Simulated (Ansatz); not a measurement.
# CH₇GaInN: geometry relaxation (part 1 of 2)

CH₇GaInN, SMILES C[NH][GaH][InH2], computed with RKS PBE0-D4/def2-SVP (Ansatz 0.2.0).

It belongs to a series of runs on one base structure; here: end point A relaxed. Figures and captions count atoms from 1; the log counts them from 0 in places.

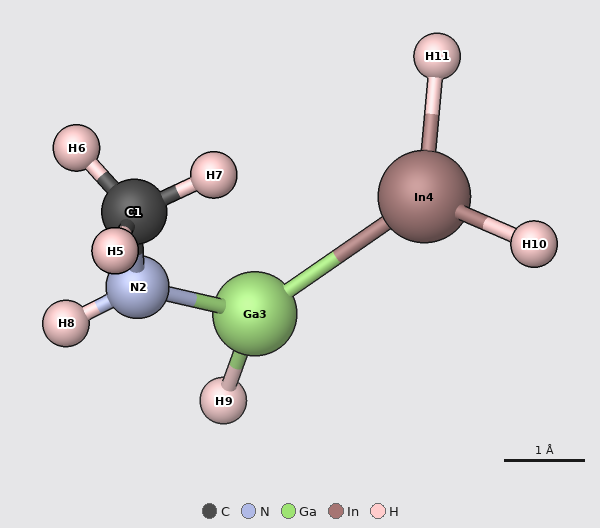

*The starting structure (ball-and-stick view, seen at a tilt; atoms are numbered from 1 in the order of the input). Sticks mark near contacts.*

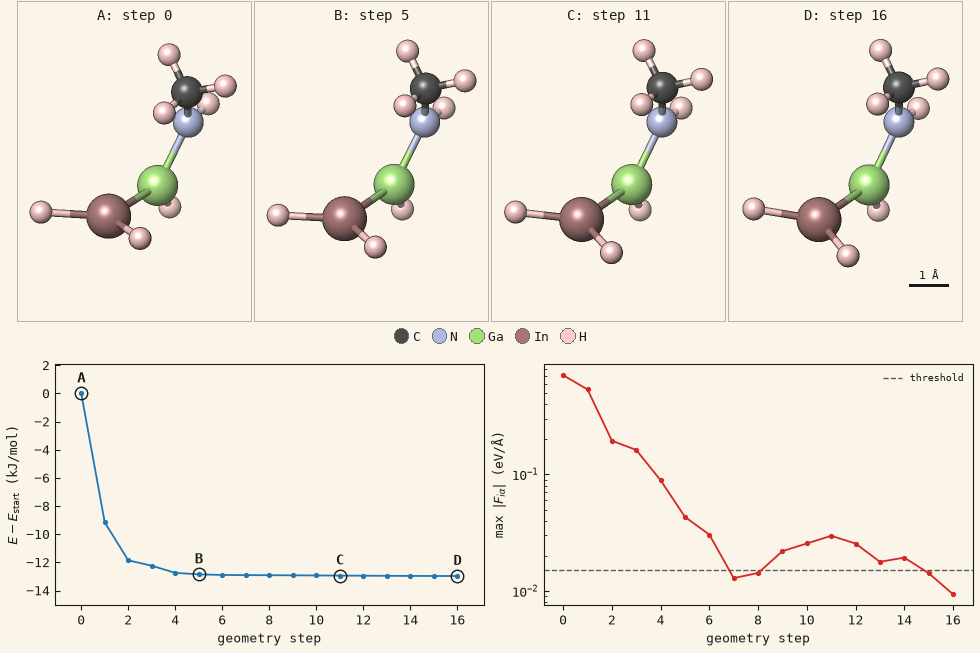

*Frames of the relaxation (ball-and-stick view, seen at an oblique angle) above the curves, on which the letters mark them (the first geometry is step 0 here and step 1 in the log).*

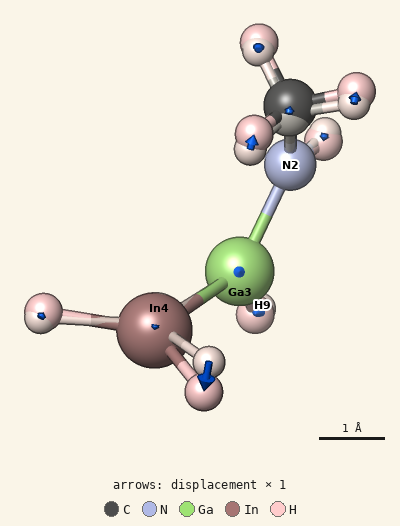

*Start (faint) and end (solid) with the displacements as blue arrows, at true length (ball-and-stick view, seen at an oblique angle). The two geometries are laid on each other by the best rigid fit.*

H11 moves most after the best rigid fit: 0.52 Å. Largest moves by element: H 0.52 Å, Ga 0.15 Å, C 0.13 Å, In 0.09 Å, N 0.07 Å. Distances before and after: Ga3–In4 2.695 → 2.620 Å, Ga3–H9 1.636 → 1.576 Å, In4–H10 1.794 → 1.744 Å, N2–Ga3 1.852 → 1.825 Å. Among the angles that change: In4–Ga3–H9 138.6° → 129.6°, Ga3–N2–H8 124.1° → 117.9°, N2–Ga3–In4 111.7° → 117.6°. After 16 geometry steps the energy has fallen by 13.0 kJ/mol. The largest force component goes from 0.71 to 0.0094 eV/Å. (Atoms are counted from 1 in the order of the input.)

The input that produced these results follows, with the program's output.

### The input
```yaml
crystal:
  periodic: [false, false, false]
  atoms:
    - { symbol: C, position_ang: [-0.86595, 1.39962, -0.08877] }
    - { symbol: "N", position_ang: [0.17136, 1.09099, 0.886] }
    - { symbol: Ga, position_ang: [1.12964, -0.49128, 0.97021] }
    - { symbol: In, position_ang: [0.3907, -2.20624, -0.9731] }
    - { symbol: H, position_ang: [-0.61827, 2.28061, -0.69186] }
    - { symbol: H, position_ang: [-1.83938, 1.56796, 0.38576] }
    - { symbol: H, position_ang: [-0.96885, 0.53862, -0.77367] }
    - { symbol: H, position_ang: [0.30435, 1.87101, 1.52221] }
    - { symbol: H, position_ang: [2.15936, -0.44547, 2.24094] }
    - { symbol: H, position_ang: [1.29028, -2.48955, -2.49897] }
    - { symbol: H, position_ang: [-1.15323, -3.11628, -0.97876] }
basis:
  gaussian: { orbitals: def2-SVP }
hamiltonian:
  xc: pbe0
  dispersion: d4
relax:
  f_tol: 0.015
  max_steps: 40
```

Run as:
```bash
ansatz run input.yaml --threads 2 --pin off --max-ram 3072MiB --backend cpu --events-out ev --progress --plain --runs-dir out
```

### The program's output
```
The last accepted step is kept in [file] (removed where the run ends without a failure and the disk answers)
Engine: ansatz 0.2.0, aarch64-unknown-linux-gnu
Functional definition: PBE0
  parameter a = 0.25
  parameter kappa = 0.804
  parameter beta = 0.06672455060314922
  exchange = (1 - a)*pbe_x(kappa = kappa, mu = beta*pi^2/3) + a*exact_x
  correlation = pbe_c(beta = beta)
1411 factors; integrals over basis functions are off by at most 3.3e-4 eV
mean field evaluation 1: about -60166.6696 eV, gradient 5.6e1 eV
mean field evaluation 2: about -60131.7845 eV, gradient 1.2e2 eV
mean field evaluation 4: about -60173.6913 eV, gradient 7.7e0 eV
mean field evaluation 8: about -60173.8280 eV, gradient 5.0e-1 eV
mean field evaluation 16: about -60173.8285 eV, gradient 8.2e-5 eV
mean field -60173.82846967 eV, -2211.3474089744 hartree, gradient 8.2e-5 eV, S^2 0.000000; 0 other end points of the search recorded, 0 dependent functions left out
the calculation of the forces begins
reference -60173.82850933 eV, -2211.3474104322 hartree; 36, 36 occupied and 85, 85 virtual orbitals, 1411 factors
relax step   1: F+E_penalty+E_count = -60174.02627569 eV  Δ(F+E_penalty+E_count) = +0.000e0 eV  max|allowed force component| = 7.086e-1 eV/Å  Δτ_max = 0.0000 Å  (27 SCF iters, accepted)
these checks for a lower state are left out or cut short: starts, cluster_reference, orbital_swaps, neighbouring_geometries, increment
1411 factors; integrals over basis functions are off by at most 3.0e-4 eV
mean field -60173.91871890 eV, -2211.3507255726 hartree, gradient 1.0e-5 eV, S^2 0.000000; 0 other end points of the search recorded, 0 dependent functions left out
[... from here on the field's lines of each further geometry are left out, up to the last ...]
relax step   2: F+E_penalty+E_count = -60174.12126480 eV  Δ(F+E_penalty+E_count) = -9.499e-2 eV  max|allowed force component| = 5.346e-1 eV/Å  Δτ_max = 0.1927 Å  (30 SCF iters, accepted)
relax step   3: F+E_penalty+E_count = -60174.14914638 eV  Δ(F+E_penalty+E_count) = -2.788e-2 eV  max|allowed force component| = 1.944e-1 eV/Å  Δτ_max = 0.0818 Å  (30 SCF iters, accepted)
relax step   4: F+E_penalty+E_count = -60174.15313344 eV  Δ(F+E_penalty+E_count) = -3.987e-3 eV  max|allowed force component| = 1.620e-1 eV/Å  Δτ_max = 0.0843 Å  (30 SCF iters, accepted)
relax step   5: F+E_penalty+E_count = -60174.15837539 eV  Δ(F+E_penalty+E_count) = -5.242e-3 eV  max|allowed force component| = 8.898e-2 eV/Å  Δτ_max = 0.0871 Å  (30 SCF iters, accepted)
relax step   6: F+E_penalty+E_count = -60174.15948836 eV  Δ(F+E_penalty+E_count) = -1.113e-3 eV  max|allowed force component| = 4.320e-2 eV/Å  Δτ_max = 0.0483 Å  (30 SCF iters, accepted)
relax step   7: F+E_penalty+E_count = -60174.15991369 eV  Δ(F+E_penalty+E_count) = -4.253e-4 eV  max|allowed force component| = 3.043e-2 eV/Å  Δτ_max = 0.0401 Å  (31 SCF iters, accepted)
relax step   8: F+E_penalty+E_count = -60174.16003019 eV  Δ(F+E_penalty+E_count) = -1.165e-4 eV  max|allowed force component| = 1.291e-2 eV/Å  Δτ_max = 0.0161 Å  (24 SCF iters, accepted)
relax step   9: F+E_penalty+E_count = -60174.16010664 eV  Δ(F+E_penalty+E_count) = -7.646e-5 eV  max|allowed force component| = 1.428e-2 eV/Å  Δτ_max = 0.0200 Å  (25 SCF iters, accepted)
relax step  10: F+E_penalty+E_count = -60174.16019089 eV  Δ(F+E_penalty+E_count) = -8.425e-5 eV  max|allowed force component| = 2.198e-2 eV/Å  Δτ_max = 0.0170 Å  (25 SCF iters, accepted)
relax step  11: F+E_penalty+E_count = -60174.16028009 eV  Δ(F+E_penalty+E_count) = -8.920e-5 eV  max|allowed force component| = 2.557e-2 eV/Å  Δτ_max = 0.0216 Å  (24 SCF iters, accepted)
relax step  12: F+E_penalty+E_count = -60174.16039354 eV  Δ(F+E_penalty+E_count) = -1.134e-4 eV  max|allowed force component| = 2.975e-2 eV/Å  Δτ_max = 0.0491 Å  (25 SCF iters, accepted)
relax step  13: F+E_penalty+E_count = -60174.16045907 eV  Δ(F+E_penalty+E_count) = -6.553e-5 eV  max|allowed force component| = 2.556e-2 eV/Å  Δτ_max = 0.0143 Å  (24 SCF iters, accepted)
relax step  14: F+E_penalty+E_count = -60174.16055789 eV  Δ(F+E_penalty+E_count) = -9.882e-5 eV  max|allowed force component| = 1.780e-2 eV/Å  Δτ_max = 0.0129 Å  (24 SCF iters, accepted)
relax step  15: F+E_penalty+E_count = -60174.16064043 eV  Δ(F+E_penalty+E_count) = -8.254e-5 eV  max|allowed force component| = 1.934e-2 eV/Å  Δτ_max = 0.0317 Å  (25 SCF iters, accepted)
relax step  16: F+E_penalty+E_count = -60174.16067637 eV  Δ(F+E_penalty+E_count) = -3.594e-5 eV  max|allowed force component| = 1.425e-2 eV/Å  Δτ_max = 0.0223 Å  (24 SCF iters, accepted)
the calculation of the forces begins
reference -60173.96443039 eV, -2211.3524054390 hartree; 36, 36 occupied and 85, 85 virtual orbitals, 1411 factors
relax step  17: F+E_penalty+E_count = -60174.16069504 eV  Δ(F+E_penalty+E_count) = -1.868e-5 eV  max|allowed force component| = 9.382e-3 eV/Å  Δτ_max = 0.0227 Å  (24 SCF iters, accepted)
1411 factors; integrals over basis functions are off by at most 3.4e-4 eV
mean field evaluation 128: about -60173.9641 eV, gradient 4.2e-1 eV
mean field -60173.96439018 eV, -2211.3524039611 hartree, gradient 2.1e-5 eV, S^2 0.000000; 1 other end points of the search recorded, 0 dependent functions left out
the calculation of the forces begins
reference -60173.96443039 eV, -2211.3524054390 hartree; 36, 36 occupied and 85, 85 virtual orbitals, 1411 factors
Total energy: -60174.16073526 eV, -2211.3596195097 hartree
Atom 0 at    -0.873929     1.528425    -0.090448 Å, force    -0.006911    -0.003426    -0.004890 eV/Å
Atom 1 at     0.123864     1.072123     0.839072 Å, force     0.005710     0.005426     0.009382 eV/Å
Atom 2 at     1.003436    -0.525929     0.890375 Å, force    -0.001866    -0.000160     0.000395 eV/Å
Atom 3 at     0.420566    -2.292893    -0.954596 Å, force    -0.000337    -0.000608    -0.001014 eV/Å
Atom 4 at    -0.560411     2.426221    -0.656505 Å, force     0.000326    -0.002898     0.003605 eV/Å
Atom 5 at    -1.838583     1.769935     0.395125 Å, force     0.005029    -0.001472    -0.001773 eV/Å
Atom 6 at    -1.085721     0.744013    -0.836915 Å, force     0.001623     0.005534     0.003241 eV/Å
Atom 7 at     0.346396     1.761021     1.551399 Å, force    -0.003390    -0.002261    -0.007617 eV/Å
Atom 8 at     2.027738    -0.619849     2.084450 Å, force    -0.000794     0.000015    -0.001972 eV/Å
Atom 9 at     1.283487    -2.388518    -2.467486 Å, force    -0.002535    -0.001450     0.002588 eV/Å
Atom 10 at    -0.846833    -3.474559    -0.754480 Å, force     0.003146     0.001299    -0.001946 eV/Å
Dipole moment:    -0.086024     0.278762     0.072662 e Å
```

### Trajectory as extended XYZ (Å, eV, eV/Å), 17 frames, from step=1 to step=17
```
11
Properties=species:S:1:pos:R:3:forces:R:3 step=1 energy=-60174.02628
C    -0.8659    1.3996   -0.0888    0.7086  -0.5223   0.4384
N     0.1714    1.0910    0.8860   -0.3031  -0.2371  -0.5261
Ga    1.1296   -0.4913    0.9702    0.0711   0.4310   0.4708
In    0.3907   -2.2062   -0.9731   -0.0755  -0.0933  -0.2403
H    -0.6183    2.2806   -0.6919   -0.0050   0.2226  -0.2347
H    -1.8394    1.5680    0.3858   -0.3230   0.0476   0.0381
H    -0.9688    0.5386   -0.7737   -0.1460   0.1273  -0.0655
H     0.3044    1.8710    1.5222    0.2275  -0.1802   0.1653
H     2.1594   -0.4455    2.2409   -0.4037  -0.1829  -0.6457
H     1.2903   -2.4895   -2.4990   -0.1501   0.1285   0.4737
H    -1.1532   -3.1163   -0.9788    0.3993   0.2587   0.1260
11
Properties=species:S:1:pos:R:3:forces:R:3 step=2 energy=-60174.12127
C    -0.8778    1.3993   -0.1047    0.3597  -0.2568   0.2565
N     0.1590    1.0476    0.8458   -0.2112   0.0426  -0.2139
Ga    1.0861   -0.5365    0.9212    0.1277   0.5346   0.4272
In    0.4067   -2.1533   -0.9442   -0.0483  -0.1146  -0.0506
H    -0.6217    2.2890   -0.7035   -0.0108   0.0796  -0.0797
H    -1.8504    1.5866    0.3802   -0.1084   0.0358   0.0015
H    -1.0294    0.5651   -0.8141   -0.0399   0.0691   0.0032
H     0.3281    1.7987    1.5105    0.0820  -0.1497   0.0175
H     2.1329   -0.5832    2.1087   -0.0847  -0.0184  -0.0936
H     1.3469   -2.3943   -2.3628    0.1204  -0.0663  -0.2311
H    -1.0805   -3.0191   -0.8372   -0.1865  -0.1559  -0.0369
11
Properties=species:S:1:pos:R:3:forces:R:3 step=3 energy=-60174.14915
C    -0.8792    1.4260   -0.0920    0.1944  -0.1347   0.1384
N     0.1537    1.0657    0.8529   -0.1648   0.0027  -0.1806
Ga    1.0864   -0.5098    0.9200   -0.0093   0.1924   0.1157
In    0.4181   -2.2020   -0.9494   -0.0441   0.0181  -0.0296
H    -0.6222    2.3191   -0.6890   -0.0096   0.0435  -0.0332
H    -1.8541    1.6164    0.3915   -0.0453   0.0278   0.0038
H    -1.0395    0.6007   -0.8084   -0.0124   0.0314   0.0079
H     0.3255    1.8041    1.5292    0.0756  -0.0893   0.0299
H     2.1270   -0.5709    2.1018   -0.0087  -0.0091  -0.0185
H     1.3596   -2.4547   -2.3885    0.0375  -0.0304  -0.0340
H    -1.0751   -3.0945   -0.8682   -0.0132  -0.0523   0.0002
11
Properties=species:S:1:pos:R:3:forces:R:3 step=4 energy=-60174.15313
C    -0.8868    1.4516   -0.0920    0.1620  -0.1431   0.1017
N     0.1423    1.0584    0.8401   -0.0283   0.0308  -0.0200
Ga    1.0808   -0.5138    0.9222   -0.1088   0.1396  -0.0361
In    0.4140   -2.2100   -0.9533    0.0454  -0.0329   0.0075
H    -0.6158    2.3448   -0.6841    0.0052   0.0221  -0.0130
H    -1.8544    1.6615    0.3996   -0.0215   0.0114   0.0056
H    -1.0700    0.6371   -0.8133   -0.0258   0.0041  -0.0219
H     0.3357    1.7825    1.5254    0.0337  -0.0245   0.0264
H     2.1237   -0.5855    2.1014   -0.0307   0.0241  -0.0217
H     1.3666   -2.4585   -2.3903    0.0064  -0.0012  -0.0225
H    -1.0359   -3.1682   -0.8557   -0.0377  -0.0304  -0.0059
```
